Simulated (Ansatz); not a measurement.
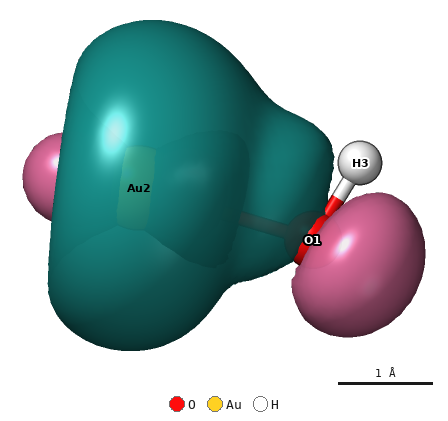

The picture shows: AuHO. The HOMO−1 at ±0.1 Å⁻³ᐟ² (teal and pink are the two phases), seen across its widest extent.

Geometry: PBE0-D4/def2-TZVP; core potentials replace the inner electrons of Au.

Theory: RKS PBE0-D4/def2-TZVPP (Ansatz 0.2.0).

```xyz
3

O    -0.3983   -0.4568   -0.2777
Au    1.2370    0.0078    0.6817
H    -0.8496    0.3842   -0.4172
```

Describe this orbital and give its energy.

It lies mainly on Au2 (about 80 %) and O1 (about 20 %). Its energy is −7.72 eV.
